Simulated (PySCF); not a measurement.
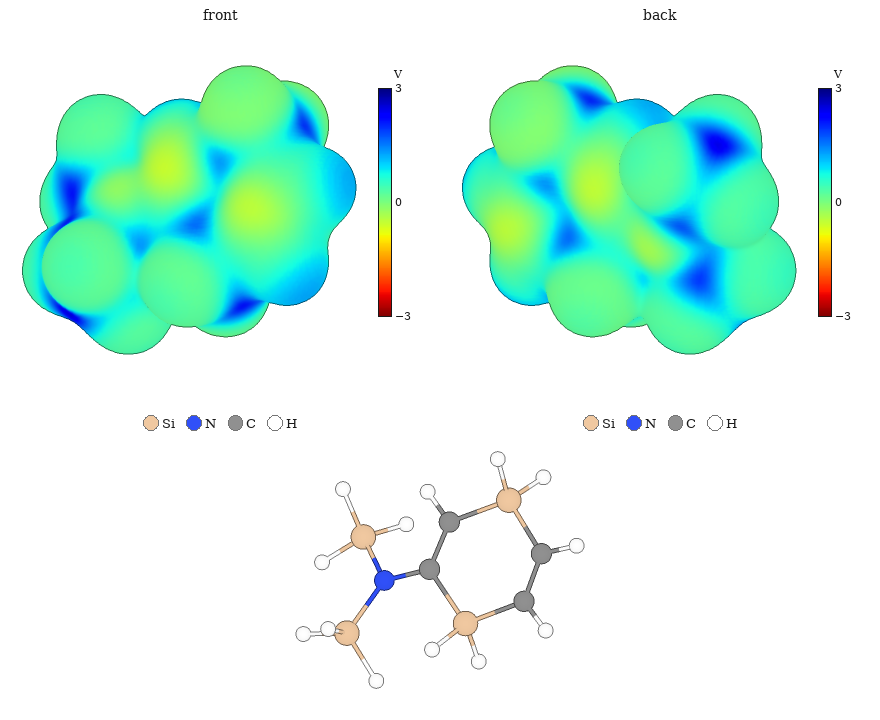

C4H13NSi4. The electrostatic potential painted on the density surface at 0.004 e/bohr³, seen from the front and from behind; red is negative and blue positive. The bare structure is drawn below in the same view.

Geometry: PBE0-D3(BJ)/def2-SVP.

These are results of CAM-B3LYP/def2-SVPD, SCF density, gas phase in PySCF 2.14.0, not measurements.

```yaml
atoms:
  - { symbol: Si, position_ang: [-3.8609, -2.1680, 0.6830] }
  - { symbol: N, position_ang: [-3.0473, -0.7663, -0.0271] }
  - { symbol: Si, position_ang: [-3.9847, 0.5824, -0.6963] }
  - { symbol: C, position_ang: [-1.6435, -0.6317, 0.0248] }
  - { symbol: C, position_ang: [-1.0349, 0.5782, -0.0681] }
  - { symbol: Si, position_ang: [0.7828, 0.9622, -0.0731] }
  - { symbol: C, position_ang: [1.7867, -0.6059, 0.1004] }
  - { symbol: C, position_ang: [1.2387, -1.8316, 0.1728] }
  - { symbol: Si, position_ang: [-0.5893, -2.2136, 0.1057] }
  - { symbol: H, position_ang: [-5.3158, -1.9997, 0.4186] }
  - { symbol: H, position_ang: [-3.3807, -3.4327, 0.0514] }
  - { symbol: H, position_ang: [-3.6221, -2.2523, 2.1545] }
  - { symbol: H, position_ang: [-4.0412, 1.7700, 0.2115] }
  - { symbol: H, position_ang: [-3.3762, 1.0002, -1.9920] }
  - { symbol: H, position_ang: [-5.3717, 0.0798, -0.8988] }
  - { symbol: H, position_ang: [-1.6775, 1.4719, -0.1215] }
  - { symbol: H, position_ang: [1.1147, 1.8995, 1.0483] }
  - { symbol: H, position_ang: [1.1716, 1.6741, -1.3338] }
  - { symbol: H, position_ang: [2.8821, -0.5210, 0.1461] }
  - { symbol: H, position_ang: [1.9045, -2.7021, 0.2736] }
  - { symbol: H, position_ang: [-0.8902, -3.0646, -1.0876] }
  - { symbol: H, position_ang: [-0.9755, -3.0076, 1.3151] }
```

### Describe the electrostatic potential map.

The most negative region (about −0.5 V) lies over the π face of C4, C5, C7 and C8, the most positive (about +2.2 V) over Si1, Si3 and Si9.

### How polar is the molecule by this calculation?

Its dipole moment is 0.58 D.
